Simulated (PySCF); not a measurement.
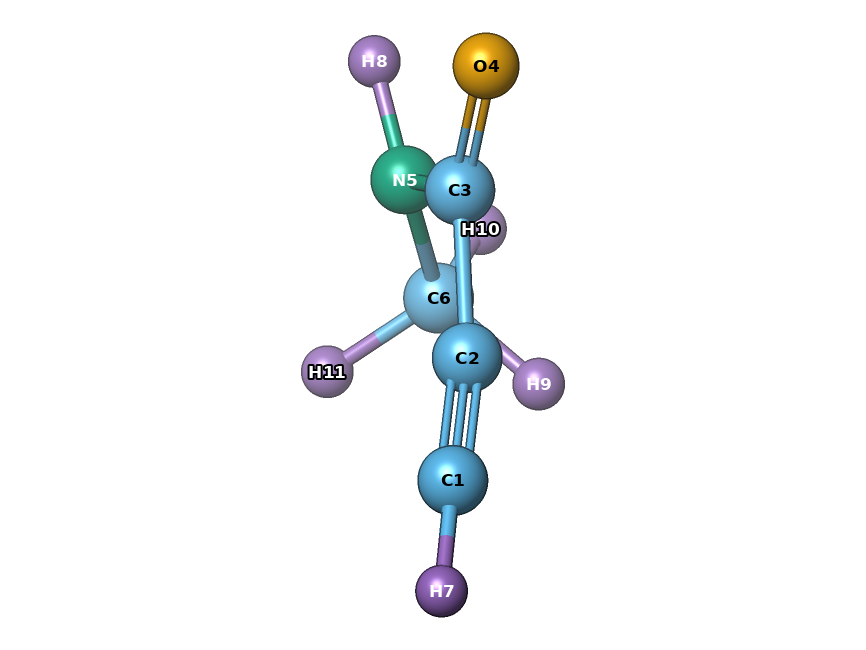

N5 lies behind C3. The molecule seen a little off the C3–N5 bond, C3 in front. Depth is shown by fading: the farther an atom, the more it takes the colour of the background. Geometry: an image of a reaction path computed with GFN2-xTB, not a minimum.

Question: What is the torsion angle O4–C3–N5–C6? The sign is positive where the front bond must turn clockwise to cover the back bond.

Answer: 150°, antiperiplanar (anti).
